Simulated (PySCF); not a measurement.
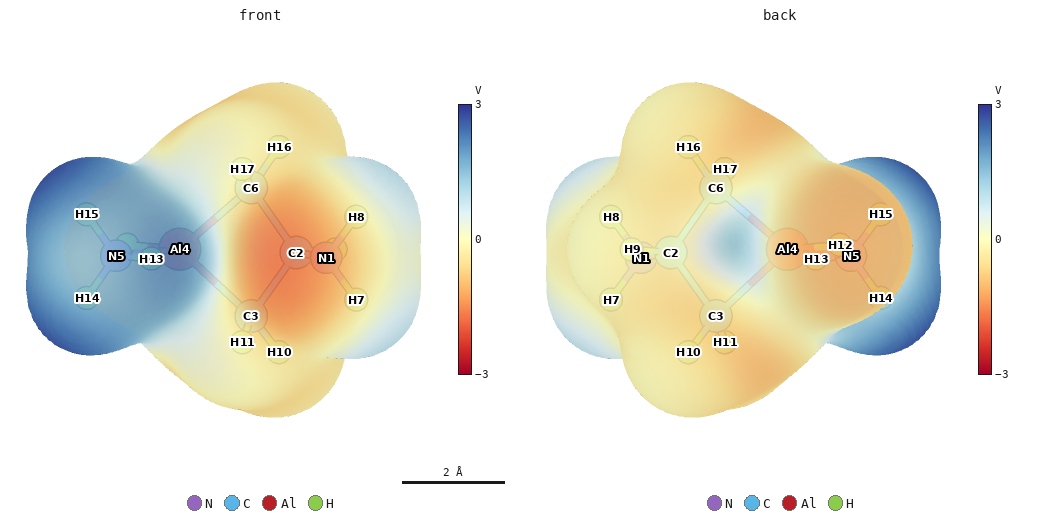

*C$_{3}$H$_{11}$AlN$_{2}$. The electrostatic potential painted on the density surface at 0.002 e/bohr³, seen from the front and from behind; the colour scale runs from red (negative) to blue (positive).*

Geometry: GFN2-xTB.

These are results of CAM-B3LYP/def2-SVPD, SCF density, gas phase (PySCF 2.14.0), not measurements.

```xyz
17

N     1.9352   -0.5852    0.8305
C     1.1865    0.4570    0.1305
C     0.4722   -0.1491   -1.1166
Al   -1.1762    0.7630   -0.4281
N    -2.1891   -0.8904    0.3192
C     0.1101    1.0662    1.0806
H     2.6479   -0.9665    0.2140
H     2.4145   -0.1826    1.6317
H     1.8437    1.2752   -0.2132
H     1.0405    0.0736   -2.0222
H     0.4911   -1.2432   -1.0192
H    -2.3397    1.5604   -1.0607
H    -1.4125   -1.4049    0.7330
H    -2.6295   -1.4828   -0.3802
H    -2.8669   -0.6903    1.0502
H     0.4620    2.0159    1.4892
H     0.0033    0.3960    1.9446
```

Where is the surface potential most negative and most positive?

The most negative region (about −1.7 V) lies over N1, the most positive (about +2.7 V) over H14 and H15. N1 is the likeliest acceptor of a hydrogen bond.
